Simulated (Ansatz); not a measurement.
## Frequency calculation of CH$_{9}$NSi

- system: CH$_{9}$NSi
- method: RKS B3LYP-D4/6-31G* (Ansatz 0.2.0)

It belongs to a series of runs on one base structure; here: vibrations at the highest image of the band. Figures and captions count atoms from 1; the log counts them from 0 in places.

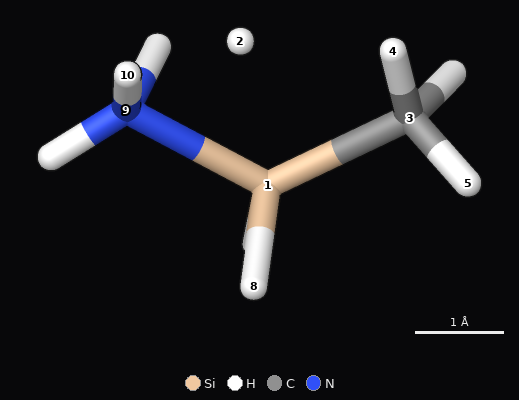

The input geometry (stick view, seen at a tilt; atoms are numbered from 1 in the order of the input).

Input:
```yaml
crystal:
  periodic: [false, false, false]
  atoms:
    - { symbol: Si, position_ang: [-0.291088, 0.497559, -0.253328] }
    - { symbol: H, position_ang: [0.147297, 0.799082, 1.652025] }
    - { symbol: C, position_ang: [1.424888, -0.265688, -0.420742] }
    - { symbol: H, position_ang: [1.424726, -1.276375, 0.006359] }
    - { symbol: H, position_ang: [1.714943, -0.350508, -1.474399] }
    - { symbol: H, position_ang: [2.168912, 0.316473, 0.128173] }
    - { symbol: H, position_ang: [-0.491318, 1.965165, -0.283935] }
    - { symbol: H, position_ang: [-0.978816, 0.066297, -1.533861] }
    - { symbol: "N", position_ang: [-1.549121, -0.389178, 0.88694] }
    - { symbol: H, position_ang: [-1.508839, -1.410172, 0.877337] }
    - { symbol: H, position_ang: [-2.523641, -0.08978, 0.807646] }
    - { symbol: H, position_ang: [-0.845644, 0.137124, 1.688386] }
basis:
  gaussian: { orbitals: "6-31G*" }
hamiltonian:
  xc: b3lyp
  dispersion: d4
phonons: {}
```

Hardware: 1 thread of Arm Neoverse V1, 24 GiB of memory available, shared host.

Run as:
```bash
ansatz run input.yaml --threads 1 --pin off --max-ram 2048MiB --backend cpu --events-out ev --progress --plain --runs-dir out
```

Log:
```
Engine: ansatz 0.2.0, aarch64-unknown-linux-gnu
Functional definition: B3LYP
  parameter a0 = 0.2
  parameter ax = 0.72
  parameter ac = 0.81
  exchange = (1 - a0 - ax)*slater_x + ax*b88_x + a0*exact_x
  correlation = (1 - ac)*vwn_rpa_c + ac*lyp_c
809 factors; integrals over basis functions are off by at most 7.1e-4 eV
mean field evaluation 1: about -10542.1319 eV, gradient 5.9e1 eV
mean field evaluation 2: about -10536.4720 eV, gradient 7.5e1 eV
mean field evaluation 4: about -10549.4429 eV, gradient 3.6e0 eV
mean field evaluation 8: about -10549.4783 eV, gradient 6.6e-2 eV
mean field evaluation 16: about -10549.4783 eV, gradient 1.3e-5 eV
mean field -10549.47830917 eV, -387.6861771686 hartree, gradient 1.3e-5 eV, S^2 0.000000; 0 other end points of the search recorded, 0 dependent functions left out
the calculation of the forces begins
reference -10549.47852517 eV, -387.6861851065 hartree; 18, 18 occupied and 49, 49 virtual orbitals, 809 factors
these checks for a lower state are left out or cut short: stability, starts, cluster_reference, orbital_swaps, neighbouring_geometries, increment
809 factors; integrals over basis functions are off by at most 7.1e-4 eV
mean field -10549.47825670 eV, -387.6861752406 hartree, gradient 1.5e-6 eV, S^2 0.000000; 0 other end points of the search recorded, 0 dependent functions left out
[... from here on the field's lines of each further geometry are left out, up to the last ...]
the calculation of the forces begins
reference -10549.47848306 eV, -387.6861835590 hartree; 18, 18 occupied and 49, 49 virtual orbitals, 809 factors
these checks for a lower state are left out or cut short: stability, starts, cluster_reference, orbital_swaps, neighbouring_geometries, increment
809 factors; integrals over basis functions are off by at most 7.1e-4 eV
mean field evaluation 448: about -10549.4783 eV, gradient 6.2e-7 eV
mean field -10549.47828342 eV, -387.6861762227 hartree, gradient 6.2e-7 eV, S^2 0.000000; 0 other end points of the search recorded, 0 dependent functions left out
the calculation of the forces begins
reference -10549.47849942 eV, -387.6861841604 hartree; 18, 18 occupied and 49, 49 virtual orbitals, 809 factors
WARN: phonons: modes at or below zero, which the zero-point energy, F, S and C_V leave out: 1, the lowest at -1380.38 cm⁻¹. A minimum has none, and a first-order saddle one
Total energy: -10549.81389490 eV, -387.6985097169 hartree
Atom 0 at    -0.291088     0.497559    -0.253328 Å, force     0.011725    -0.003244     0.015820 eV/Å
Atom 1 at     0.147297     0.799082     1.652025 Å, force     0.002080     0.002086    -0.004636 eV/Å
Atom 2 at     1.424888    -0.265688    -0.420742 Å, force    -0.000943     0.004955    -0.002851 eV/Å
Atom 3 at     1.424726    -1.276375     0.006359 Å, force     0.001794    -0.003561     0.000032 eV/Å
Atom 4 at     1.714943    -0.350508    -1.474399 Å, force    -0.001009    -0.000313     0.000709 eV/Å
Atom 5 at     2.168912     0.316473     0.128173 Å, force    -0.000885    -0.000900     0.000389 eV/Å
Atom 6 at    -0.491318     1.965165    -0.283935 Å, force    -0.001776     0.004939    -0.001458 eV/Å
Atom 7 at    -0.978816     0.066297    -1.533861 Å, force    -0.004509    -0.004752     0.001791 eV/Å
Atom 8 at    -1.549121    -0.389178     0.886940 Å, force    -0.006278     0.011046    -0.007759 eV/Å
Atom 9 at    -1.508839    -1.410172     0.877337 Å, force     0.004185    -0.002775     0.000177 eV/Å
Atom 10 at    -2.523641    -0.089780     0.807646 Å, force     0.002437    -0.000448     0.004242 eV/Å
Atom 11 at    -0.845644     0.137124     1.688386 Å, force    -0.006822    -0.007034    -0.006456 eV/Å
Dipole moment:    -0.439650    -0.471574    -0.024898 e Å
Vibrations: -1380.38 111.31 142.45 218.11 459.17 521.23 565.81 651.08 688.68 702.10 788.44 888.83 926.87 960.91 993.40 1057.46 1324.01 1427.47 1491.65 1492.53 1559.36 1603.42 1875.73 2080.72 2257.81 3046.53 3112.68 3156.46 3443.71 3557.06 cm⁻¹, zero-point energy 2.548185 eV
```

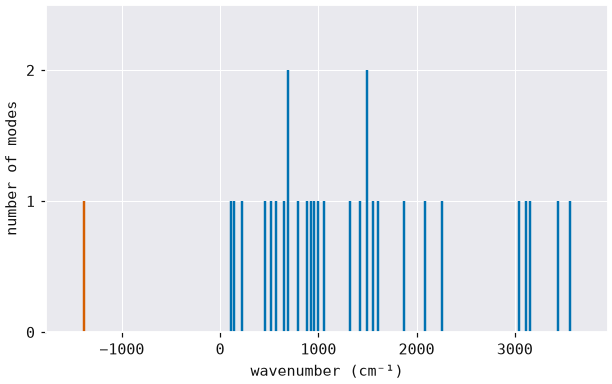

Harmonic vibrational wavenumbers from the force constants; neighbouring modes closer than 22 cm⁻¹ are counted in one stick, and imaginary ones are drawn at negative wavenumbers. 30 modes from 1380i to 3557 cm⁻¹, 1 imaginary beyond 8i (1380i cm⁻¹): a first-order saddle point, if the geometry is stationary.

Key numbers:

| quantity | value |
| --- | --- |
| outcome | converged |
| total energy | −10549.8139 eV |
| mean-field energy | −10549.4785 eV |
| largest force (length of the vector) | 0.020 eV/Å |
| wall time | 2.5 min |
| peak memory | 0.13 GiB |
